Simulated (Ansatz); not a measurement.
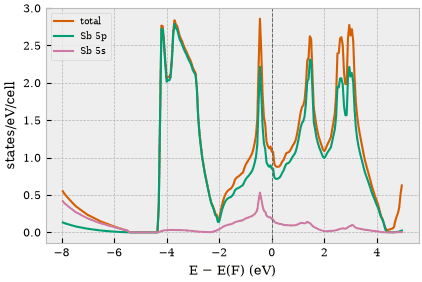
Total and projected density of states of Sb (diamond, Fd-3m), r²SCAN (plane waves, PAW; program Ansatz)

Which orbitals carry the states next to the Fermi level?

Within 0.5 eV of the Fermi level: Sb 5p 79 %, Sb 5s 17 %. Projections are on Löwdin-orthogonalised atomic valence shells; empty p or d shells of many metals are not among them.

Where is the tallest occupied peak in this window, and what makes it?

Near -0.4 eV, about 2.9 states/eV per cell; the largest projected share is Sb 5p.

The start of the workflow was typed in or built on a structure type; neither database checked (COD, Materials Project) lists it. It is not the phase usual at ambient conditions (space group No. 166). The cell was relaxed with r²SCAN under the symmetry of its start. At this level the phase is mechanically unstable. Spin–orbit coupling is left out wherever it is not named.

Potentials: the later of the program's two PAW sets.
